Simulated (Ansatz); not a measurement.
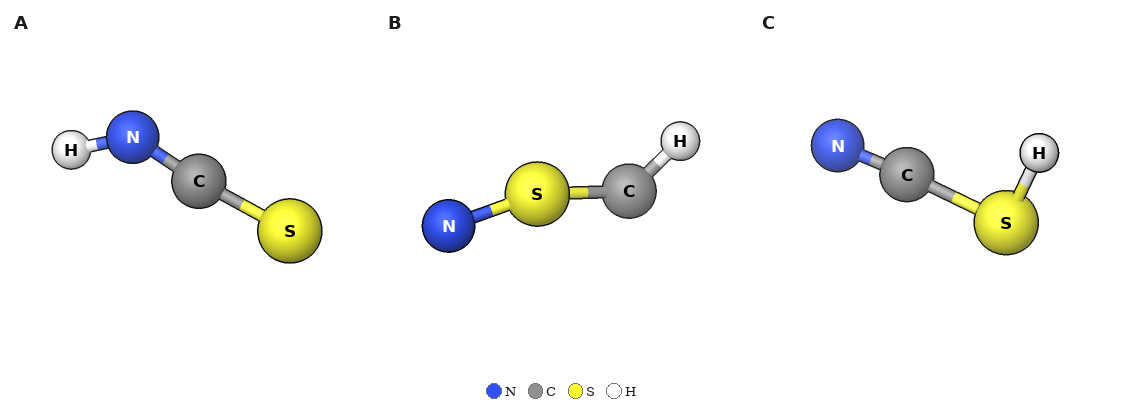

3 stationary structures of one formula. Geometries: PBE0-D4/def2-TZVP. Electronic energies: RHF-CCSD(T) (frozen core)/def2-TZVPP (Ansatz 0.2.0), without zero-point energy. No frequency run is at hand to confirm each as a minimum.

**Rank them by energy, lowest first.**

A is lowest; C lies 30.9 kJ/mol above it, B lies 492.8 kJ/mol above it.
